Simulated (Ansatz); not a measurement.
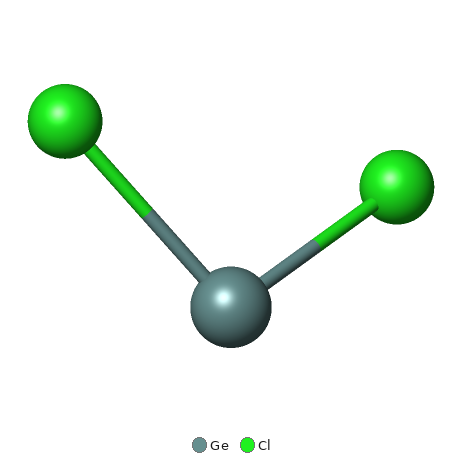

Sticks follow a distance rule. Harmonic vibrations computed with RKS PBE0-D4/def2-TZVP (Ansatz 0.2.0) at a stationary point of the same level.

Q: Minimum or transition state?

A: A minimum: no imaginary frequency, and the lowest mode lies at 158 cm⁻¹.

Q: How many vibrational modes are there, and where do they lie?

A: 3 modes: 158, 388, 409 cm⁻¹.
